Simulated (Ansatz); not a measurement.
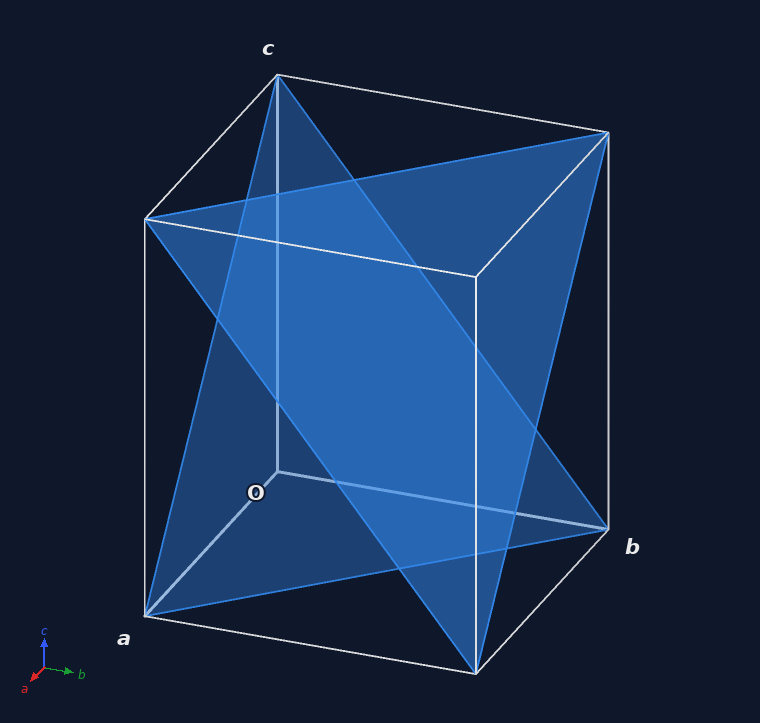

Every member of one family of equally spaced planes, hx + ky + lz = a whole number, that cuts the unit cell is shaded (one member passes through the origin O, touching the cell only at an edge or corner). Crystal: SnO, coordinates from a relaxation with DFT, PBE-D4, plane waves, PAW in Ansatz. Geometry calculated from the standardised cell; symmetry tolerance 0.002 Å.

a = 3.832 Å, b = 3.832 Å, c = 4.742 Å, α = 90.00°, β = 90.00°, γ = 90.00°.

Index the planes.

(1 1 1); the opposite sign names the same planes. The member next to the origin meets the axes a at 1, b at 1, c at 1.

What is the spacing?

d = 2.353 Å.
